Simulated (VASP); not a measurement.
# Driving VASP from ASE on LaGe, part 2 of 3

Do ASE scripts that read LaGe from different structure formats give one answer, and do several routes find one equilibrium volume? All runs use LDA. Left out of this account: 2 further runs (self-consistent run: it ended just at its time limit, and its output was not read; fields: a reference on another mesh). The start is a cell from a database of measured crystal structures.

VASP 6.6.1; LDA; plane waves and PAW (La, Ge_d).

So far. Step 2 (A single point (LDA, through ASE)): The pressure is -3.56 GPa and the largest force 0.075 eV/Å, so the cell is not at a minimum at these settings.

## (3) A single point (LDA, through ASE), try 2

System of this step: LaGe. It takes space group Cmcm (No. 63, orthorhombic). Conventional cell: a = 4.559 Å, b = 13.766 Å, c = 6.745 Å, α = 90.00°, β = 90.00°, γ = 90.00°. Nearest to La lie 8 Ge at 3.15 to 3.31 Å. Nearest to La lie 6 Ge at 3.16 to 3.19 Å. Ge has 2 Ge at 2.62 to 2.80 Å and 7 La at 3.15 to 3.31 Å nearest. Farther neighbours are not listed.

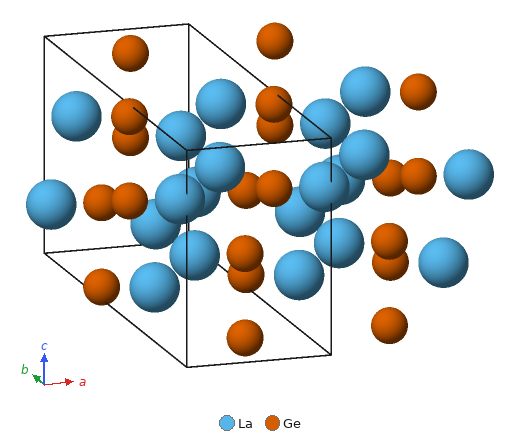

The cell of this step (lanthanum blue, germanium orange). 2×1×1 cells are drawn. Some periodic images of atoms are drawn too.

The single point through ASE, with the structure read from a CIF with its space group. The file expands to the conventional cell of 16 atoms, on a 5×2×4 mesh.

run.py

```python
import numpy as np
from ase.calculators.vasp import Vasp
from ase.io import read
from ase.dft.bandgap import bandgap

atoms = read('LaGe.cif')

calc = Vasp(
    xc='lda',
    pp='LDA',
    prec='Accurate',
    encut=410,
    ediff=1e-06,
    nelm=100,
    ismear=-1,
    sigma=0.05,
    lreal=False,
    algo='Normal',
    nbands=124,
    lasph=True,
    lorbit=11,
    lwave=False,
    lcharg=False,
    kpar=4,
    ncore=2,
    isif=2,
    pp_version='64',
    setups={'La': '', 'Ge': '_d'},
    kpts=(5, 2, 4),
    gamma=True,
    txt='vasp.out',
)
atoms.calc = calc

print("energy (eV):", round(atoms.get_potential_energy(), 6))
print("Fermi level (eV):", round(calc.get_fermi_level(), 4))
print("forces (eV/A):")
print(np.round(atoms.get_forces(), 4))
print("stress (GPa, Voigt, tension positive):", np.round(atoms.get_stress() * 160.21766, 3))
gap, p1, p2 = bandgap(calc, direct=False)
print("gap on the mesh (eV):", round(gap, 4))
```

LaGe.cif

```cif
data_LaGe
_cell_length_a 4.55900000
_cell_length_b 13.76600000
_cell_length_c 6.74500000
_cell_angle_alpha 90.00000000
_cell_angle_beta 90.00000000
_cell_angle_gamma 90.00000000
_space_group_name_H-M_alt 'Cmcm'
_space_group_name_Hall '-C 2c 2'
_space_group_IT_number 63
loop_
_space_group_symop_operation_xyz
'x,y,z'
'-x,-y,-z'
'-x,-y,z+1/2'
'x,y,-z+1/2'
'x,-y,-z'
'-x,y,z'
'-x,y,-z+1/2'
'x,-y,z+1/2'
'x+1/2,y+1/2,z'
'-x+1/2,-y+1/2,-z'
'-x+1/2,-y+1/2,z+1/2'
'x+1/2,y+1/2,-z+1/2'
'x+1/2,-y+1/2,-z'
'-x+1/2,y+1/2,z'
'-x+1/2,y+1/2,-z+1/2'
'x+1/2,-y+1/2,z+1/2'
loop_
_atom_site_label
_atom_site_type_symbol
_atom_site_symmetry_multiplicity
_atom_site_Wyckoff_symbol
_atom_site_fract_x
_atom_site_fract_y
_atom_site_fract_z
_atom_site_occupancy
La1 La 4 c 0.5000000000 0.5482690000 0.7500000000 1
La2 La 4 c 0.5000000000 0.7256500000 0.2500000000 1
Ge1 Ge 8 f 0.5000000000 0.9020620000 0.5557200000 1
```

PAW data sets: La and Ge_d (LDA family, release 64).

The run is started by

```bash
$ export ASE_VASP_COMMAND="mpirun -np 8 vasp_std"
$ python run.py
```

Log:

```text
energy (eV): -100.159707
Fermi level (eV): 7.6107
forces (eV/A):
[[-0.     -0.1061 -0.    ]
 [-0.      0.1061  0.    ]
 [-0.     -0.1061  0.    ]
 [-0.      0.1061  0.    ]
 [-0.     -0.0183 -0.    ]
 [-0.      0.0183  0.    ]
 [-0.     -0.0183 -0.    ]
 [-0.      0.0183 -0.    ]
 [-0.     -0.0064  0.0057]
 [ 0.      0.0064 -0.0057]
 [-0.      0.0064  0.0057]
 [ 0.     -0.0064 -0.0057]
 [ 0.     -0.0064  0.0057]
 [ 0.      0.0064 -0.0057]
 [ 0.      0.0064  0.0057]
 [-0.     -0.0064 -0.0057]]
stress (GPa, Voigt, tension positive): [ 3.483  3.555  3.63  -0.    -0.    -0.   ]
gap on the mesh (eV): 0.0
```

The job ended after 2.8 min (8 MPI ranks of Intel Xeon 6975P-C (Granite Rapids), shared host; peak memory 3.1 GiB; 18 min of CPU time).

The INCAR that ASE wrote:

```
ENCUT = 410.000000
SIGMA = 0.050000
EDIFF = 1.00e-06
ALGO = Normal
PREC = Accurate
ISIF = 2
ISMEAR = -1
KPAR = 4
LORBIT = 11
NBANDS = 124
NELM = 100
NCORE = 2
LASPH = .TRUE.
LCHARG = .FALSE.
LWAVE = .FALSE.
LREAL = .FALSE.
```

ASE turned this into the KPOINTS:

```
KPOINTS created by Atomic Simulation Environment
0
Gamma
5 2 4
0 0 0
```

vasp.out:

```text
[banner, memory and clock lines left out]
running    8 mpi-ranks, on    1 nodes
 distrk:  each k-point on    2 cores,    4 groups
 distr:  one band on    2 cores,    1 groups

 POSCAR found type information on POSCAR LaGe
 POSCAR found :  2 types and      16 ions
 LDA part: xc-table for (Slater(with rela. corr.)+CA(PZ))
 , standard interpolation
 POSCAR, INCAR and KPOINTS ok, starting setup
 FFT: planning ... GRIDC
 FFT: planning ... GRID_SOFT
 FFT: planning ... GRID
 WAVECAR not read
 entering main loop
       N       E                     dE             d eps       ncg     rms          rms(c)
DAV:   1     0.267196046586E+04    0.26720E+04   -0.64407E+04  4504   0.282E+03
DAV:   2     0.102029868888E+04   -0.16517E+04   -0.15010E+04  4992   0.723E+02
DAV:   3     0.121164886120E+03   -0.89913E+03   -0.87851E+03  6456   0.332E+02
DAV:   4    -0.785247716830E+02   -0.19969E+03   -0.19261E+03  7128   0.170E+02
DAV:   5    -0.974485420892E+02   -0.18924E+02   -0.18591E+02  7856   0.633E+01    0.113E+01
DAV:   6    -0.993298945748E+02   -0.18814E+01   -0.31790E+01  8904   0.229E+01    0.577E+00
DAV:   7    -0.998704568703E+02   -0.54056E+00   -0.84515E+00  8320   0.117E+01    0.158E+00
DAV:   8    -0.100077428197E+03   -0.20697E+00   -0.26249E+00  8920   0.597E+00    0.812E-01
DAV:   9    -0.100158751694E+03   -0.81323E-01   -0.85972E-01  8928   0.333E+00    0.767E-01
DAV:  10    -0.100185640100E+03   -0.26888E-01   -0.28511E-01  8920   0.175E+00    0.531E-01
DAV:  11    -0.100194336224E+03   -0.86961E-02   -0.10519E-01  8384   0.131E+00    0.384E-01
DAV:  12    -0.100196843069E+03   -0.25068E-02   -0.38482E-02  8360   0.691E-01    0.101E-01
DAV:  13    -0.100198169839E+03   -0.13268E-02   -0.13656E-02  8920   0.393E-01    0.625E-02
DAV:  14    -0.100198604955E+03   -0.43512E-03   -0.47001E-03  8872   0.212E-01    0.374E-02
DAV:  15    -0.100198755448E+03   -0.15049E-03   -0.16486E-03  8504   0.139E-01    0.166E-02
DAV:  16    -0.100198811070E+03   -0.55623E-04   -0.56517E-04  8448   0.719E-02    0.116E-02
DAV:  17    -0.100198830406E+03   -0.19336E-04   -0.20396E-04  5984   0.449E-02    0.278E-03
DAV:  18    -0.100198838158E+03   -0.77517E-05   -0.79323E-05  4512   0.245E-02    0.509E-03
DAV:  19    -0.100198840906E+03   -0.27488E-05   -0.29586E-05  4024   0.188E-02    0.175E-03
DAV:  20    -0.100198841994E+03   -0.10875E-05   -0.11119E-05  3744   0.121E-02    0.230E-03
DAV:  21    -0.100198842378E+03   -0.38428E-06   -0.43876E-06  3824   0.985E-03
   1 F= -.10019884E+03 E0= -.10015971E+03  d E =-.782700E-01
```

From OUTCAR (step 3):

```text
  LATTYP: Found a simple orthorhombic cell.
 ALAT       =     4.5590000000
 B/A-ratio  =     1.4794911165
 C/A-ratio  =     3.0195218250

 Found     18 irreducible k-points:

   k-points           NKPTS =     18   k-points in BZ     NKDIM =     18   number of bands    NBANDS=    124

   dimension x,y,z NGX =    30 NGY =   96 NGZ =   48
   dimension x,y,z NGXF=    60 NGYF=  192 NGZF=   96

   ENCUT  =  410.0 eV  30.13 Ry    5.49 a.u.   7.53 22.73 11.14*2*pi/ulx,y,z

   NELECT =     200.0000    total number of electrons

 E-fermi :   7.6107

 k-point     1 :       0.0000    0.0000    0.0000
  band No.  band energies     occupation
    ...
     95       6.3381      2.00000
     96       6.7165      2.00000
     97       6.8111      2.00000
     98       6.9414      2.00000
     99       7.4427      1.93292
    100       7.7145      0.22325
    101       7.7873      0.05690
    102       8.0161      0.00060
    103       8.0816      0.00016
    104       8.2049      0.00001
    ...

 k-point     2 :       0.2000    0.0000    0.0000
  band No.  band energies     occupation
    ...
     95       6.3498      2.00000
     96       6.4119      2.00000
     97       6.7765      2.00000
     98       7.0168      1.99999
     99       7.3849      1.97840
    100       7.9000      0.00613
    101       7.9206      0.00406
    102       7.9291      0.00343
    103       8.1957      0.00002
    104       8.2455      0.00001
    ...

  Total       -9.2027032     -9.3928395     -9.5902371      0.0000000      0.0000000      0.0000000
  in kB      -34.8310597    -35.5507012    -36.2978261      0.0000000      0.0000000      0.0000000
  external PRESSURE =     -35.5598623 kB  Pullay stress =       0.0000000 kB

  energy-cutoff  :      410.00
  volume of cell :      423.31
      direct lattice vectors                 reciprocal lattice vectors
     4.559000000  0.000000000  0.000000000     0.219346348  0.000000000  0.000000000
     0.000000000 13.766000000  0.000000000     0.000000000  0.072642743  0.000000000
     0.000000000  0.000000000  6.745000000     0.000000000  0.000000000  0.148257969

 POSITION                                       TOTAL-FORCE (eV/Angst)
 -----------------------------------------------------------------------------------
      2.27950      7.54747      5.05875        -0.000000     -0.106093     -0.000000
      2.27950      6.21853      1.68625        -0.000000      0.106093      0.000000
      0.00000      0.66447      5.05875        -0.000000     -0.106093      0.000000
      0.00000     13.10153      1.68625        -0.000000      0.106093      0.000000
      2.27950      9.98930      1.68625        -0.000000     -0.018298     -0.000000
      2.27950      3.77670      5.05875        -0.000000      0.018298      0.000000
      0.00000      3.10630      1.68625        -0.000000     -0.018298     -0.000000
      0.00000     10.65970      5.05875        -0.000000      0.018298     -0.000000
      2.27950     12.41779      3.74833        -0.000000     -0.006445      0.005668
      2.27950      1.34821      2.99667         0.000000      0.006445     -0.005668
      2.27950      1.34821      0.37583        -0.000000      0.006445      0.005668
      2.27950     12.41779      6.36917         0.000000     -0.006445     -0.005668
      0.00000      5.53479      3.74833         0.000000     -0.006445      0.005668
      0.00000      8.23121      2.99667         0.000000      0.006445     -0.005668
      0.00000      8.23121      0.37583         0.000000      0.006445      0.005668
      0.00000      5.53479      6.36917        -0.000000     -0.006445     -0.005668
 -----------------------------------------------------------------------------------
    total drift:                                0.000000      0.000000      0.000000

  FREE ENERGIE OF THE ION-ELECTRON SYSTEM (eV)
  ---------------------------------------------------
  free  energy   TOTEN  =      -100.1988423782 eV

  energy  without entropy=     -100.1205724252  energy(sigma->0) =     -100.15970740

 total charge
# of ion       s       p       d       f       tot
--------------------------------------------------
    1        2.043   5.614   0.810   0.132   8.598
    2        2.043   5.614   0.810   0.132   8.598
    3        2.043   5.614   0.810   0.132   8.598
    4        2.043   5.614   0.810   0.132   8.598
    5        2.037   5.617   0.797   0.109   8.560
    6        2.037   5.617   0.797   0.109   8.560
    7        2.037   5.617   0.797   0.109   8.560
    8        2.037   5.617   0.797   0.109   8.560
    9        1.163   1.218   9.996   0.000  12.377
   10        1.163   1.218   9.996   0.000  12.377
   11        1.163   1.218   9.996   0.000  12.377
   12        1.163   1.218   9.996   0.000  12.377
   13        1.163   1.218   9.996   0.000  12.377
   14        1.163   1.218   9.996   0.000  12.377
   15        1.163   1.218   9.996   0.000  12.377
   16        1.163   1.218   9.996   0.000  12.377
--------------------------------------------------
tot         25.629  54.663  86.391   0.964 167.647

[... 2 parts as in an earlier step ...]

[... 7 further parts left out ...]
```

The k-mesh is coarse for a metal.

Numbers from this step:

```
SCF cycles              : 21
electrons               : 200
bands                   : 124
irreducible k-points    : 18
free energy (TOTEN)     : -100.1988 eV
energy at zero smearing : -100.1597 eV
Fermi energy            : 7.611 eV
pressure                : -3.556 GPa
```

Force by atom:

| atom | x (eV/Å) | y (eV/Å) | z (eV/Å) | size |
| --- | --- | --- | --- | --- |
| La1 | 0.000 | -0.106 | 0.000 | 0.106 |
| La2 | 0.000 | 0.106 | 0.000 | 0.106 |
| La3 | 0.000 | -0.106 | 0.000 | 0.106 |
| La4 | 0.000 | 0.106 | 0.000 | 0.106 |
| La5 | 0.000 | -0.018 | 0.000 | 0.018 |
| La6 | 0.000 | 0.018 | 0.000 | 0.018 |
| La7 | 0.000 | -0.018 | 0.000 | 0.018 |
| La8 | 0.000 | 0.018 | 0.000 | 0.018 |
| Ge9 | 0.000 | -0.006 | 0.006 | 0.009 |
| Ge10 | 0.000 | 0.006 | -0.006 | 0.009 |
| Ge11 | 0.000 | 0.006 | 0.006 | 0.009 |
| Ge12 | 0.000 | -0.006 | -0.006 | 0.009 |
| Ge13 | 0.000 | -0.006 | 0.006 | 0.009 |
| Ge14 | 0.000 | 0.006 | -0.006 | 0.009 |
| Ge15 | 0.000 | 0.006 | 0.006 | 0.009 |
| Ge16 | 0.000 | -0.006 | -0.006 | 0.009 |

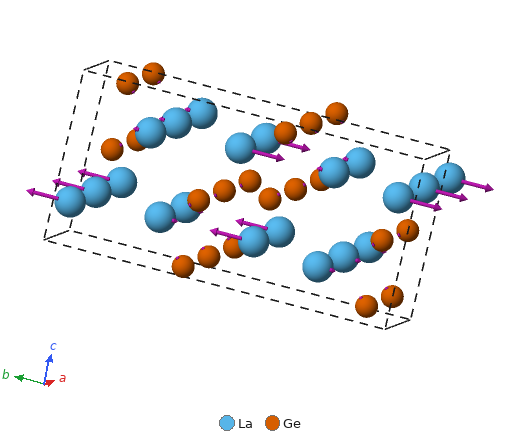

Force as arrows, the longest 0.106 eV/Å. 2×1×1 cells are drawn. Some periodic images of atoms are drawn too.

The energy lies -2.05 meV an atom from the first script, since this cell and mesh sample the zone at other points.

## (4) Relaxing cell and atoms (LDA, through ASE)

System of this step: LaGe. It takes space group Cmcm (No. 63, orthorhombic). The conventional cell has a = 4.559 Å, b = 13.766 Å, c = 6.745 Å, α = 90.00°, β = 90.00°, γ = 90.00°. Nearest to La lie 8 Ge at 3.15 to 3.31 Å. Nearest to La lie 6 Ge at 3.16 to 3.19 Å. Nearest to Ge lie 2 Ge at 2.62 to 2.80 Å and 7 La at 3.15 to 3.31 Å. Farther neighbours are not listed.

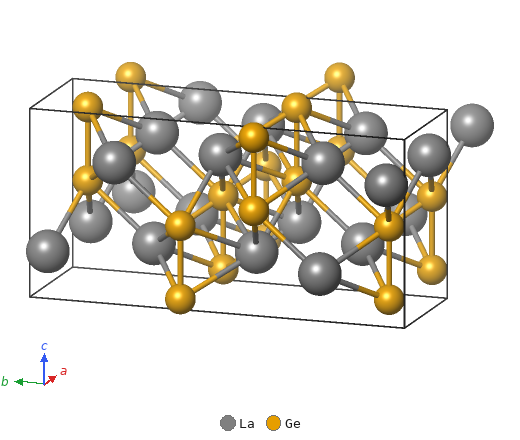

The cell of this step (lanthanum grey, germanium orange). 2×1×1 conventional cells are drawn. Some periodic images of atoms are drawn too.

Properties are meant for the cell that this level of theory prefers, so cell and atoms are relaxed first (ISIF = 3) until forces and stress are small; EDIFFG sets the threshold.

run.py

```python
import numpy as np
from ase.calculators.vasp import Vasp
from ase import Atoms

atoms = Atoms(['La', 'La', 'La', 'La', 'Ge', 'Ge', 'Ge', 'Ge'],
              cell=[[4.559, 0.0, 0.0], [0.0, 0.0, 6.745], [2.2795, -6.883, 0.0]],
              scaled_positions=[[0.048269, 0.75, 0.903462], [0.951731, 0.25, 0.096538], [0.22565, 0.25, 0.5487], [0.77435, 0.75, 0.4513], [0.402062, 0.55572, 0.195876], [0.597938, 0.05572, 0.804124], [0.597938, 0.44428, 0.804124], [0.402062, 0.94428, 0.195876]],
              pbc=True)

calc = Vasp(
    xc='lda',
    pp='LDA',
    prec='Accurate',
    encut=410,
    ediff=1e-06,
    nelm=100,
    ismear=-1,
    sigma=0.05,
    lreal=False,
    algo='Normal',
    nbands=62,
    lasph=True,
    lorbit=11,
    lwave=False,
    lcharg=False,
    kpar=8,
    ibrion=2,
    nsw=60,
    isif=3,
    ediffg=-0.01,
    pp_version='64',
    setups={'La': '', 'Ge': '_d'},
    kpts=(7, 5, 7),
    gamma=True,
    txt='vasp.out',
)
atoms.calc = calc

print("energy (eV):", round(atoms.get_potential_energy(), 6))
print("Fermi level (eV):", round(calc.get_fermi_level(), 4))
print("forces (eV/A):")
print(np.round(atoms.get_forces(), 4))
print("stress (GPa, Voigt, tension positive):", np.round(atoms.get_stress() * 160.21766, 3))
print("cell (A, degrees):", np.round(atoms.cell.cellpar(), 4))
print("volume (A^3):", round(atoms.get_volume(), 4))
print("positions:")
print(np.round(atoms.get_scaled_positions(), 5))
```

Log:

```text
energy (eV): -50.194118
Fermi level (eV): 8.1339
forces (eV/A):
[[ 0.     -0.025  -0.    ]
 [-0.      0.025  -0.    ]
 [ 0.     -0.0088 -0.    ]
 [-0.      0.0088 -0.    ]
 [ 0.     -0.0316 -0.0608]
 [-0.      0.0316 -0.0608]
 [-0.      0.0316  0.0608]
 [ 0.     -0.0316  0.0608]]
stress (GPa, Voigt, tension positive): [ 1.124  1.144  0.861  0.    -0.    -0.   ]
cell (A, degrees): [ 4.4963  6.6471  7.0813 90.     71.4898 90.    ]
volume (A^3): 200.6945
positions:
[[0.04863 0.75    0.90274]
 [0.95137 0.25    0.09726]
 [0.22638 0.25    0.54725]
 [0.77362 0.75    0.45275]
 [0.40201 0.55502 0.19598]
 [0.59799 0.05502 0.80402]
 [0.59799 0.44498 0.80402]
 [0.40201 0.94498 0.19598]]
```

The job ended after 10 min (8 MPI ranks; peak memory 4.1 GiB).

ASE turned this into the INCAR:

```
ENCUT = 410.000000
SIGMA = 0.050000
EDIFF = 1.00e-06
EDIFFG = -1.00e-02
ALGO = Normal
PREC = Accurate
IBRION = 2
ISIF = 3
ISMEAR = -1
KPAR = 8
LORBIT = 11
NBANDS = 62
NELM = 100
NSW = 60
LASPH = .TRUE.
LCHARG = .FALSE.
LWAVE = .FALSE.
LREAL = .FALSE.
```

ASE turned this into the KPOINTS:

```
KPOINTS created by Atomic Simulation Environment
0
Gamma
7 5 7
0 0 0
```

vasp.out:

```text
[banner, memory and clock lines left out]
running    8 mpi-ranks, on    1 nodes
[...]
[... a notice as in an earlier step ...]

 LDA part: xc-table for (Slater(with rela. corr.)+CA(PZ))
 , standard interpolation
 POSCAR, INCAR and KPOINTS ok, starting setup
[...]
entering main loop
       N       E                     dE             d eps       ncg     rms          rms(c)
[... 17 cycles as in an earlier step ...]
   1 F= -.50086194E+02 E0= -.50063486E+02  d E =-.500862E+02
[... from here on, the cycles between the ionic steps are left out ...]
   2 F= -.50150552E+02 E0= -.50130032E+02  d E =-.643579E-01
   3 F= -.50210285E+02 E0= -.50188912E+02  d E =-.124092E+00
   5 F= -.50213544E+02 E0= -.50192456E+02  d E =-.329972E-02
   7 F= -.50214694E+02 E0= -.50193858E+02  d E =-.444947E-02
   9 F= -.50214862E+02 E0= -.50193980E+02  d E =-.167999E-03
  11 F= -.50214862E+02 E0= -.50193978E+02  d E =-.167769E-03
  13 F= -.50214919E+02 E0= -.50194065E+02  d E =-.585944E-04
  15 F= -.50214934E+02 E0= -.50194073E+02  d E =-.730195E-04
  17 F= -.50214935E+02 E0= -.50194073E+02  d E =-.745041E-04
  19 F= -.50214950E+02 E0= -.50194044E+02  d E =-.141795E-04
  21 F= -.50214975E+02 E0= -.50194084E+02  d E =-.388591E-04
  23 F= -.50214976E+02 E0= -.50194087E+02  d E =-.400551E-04
  24 F= -.50214976E+02 E0= -.50194088E+02  d E =-.403841E-04
[...]
hard stop encountered!  aborting job ...
[...]
|     The electronic self-consistency was not achieved in the given           |
[...]
soft stop encountered!  aborting job ...
  25 F= -.50214994E+02 E0= -.50194118E+02  d E =-.417516E-01
 deleting file STOPCAR
```

The run was stopped at its time limit, by a STOPCAR file.

By then 24 ionic steps had been finished.

More ranks or a longer limit would be the way on, or going on from the last geometry.

[end of part 2 of 3]

[Lines on the potential files, build, host, timing and source positions are cut from VASP's logs without a mark.]

[Logs are printed without paths, hosts, clocks, repeated set-up lines and the standing remarks that a program may print on its own settings, such as how far it seeks lower states.]

[Hosts, paths, dates, database ids (printed as entryN), source tags and the programs' standing remarks are cut or masked in the printed files.]

[A measured line is paired with the nearest computed mode of its activity, which favours agreement.]
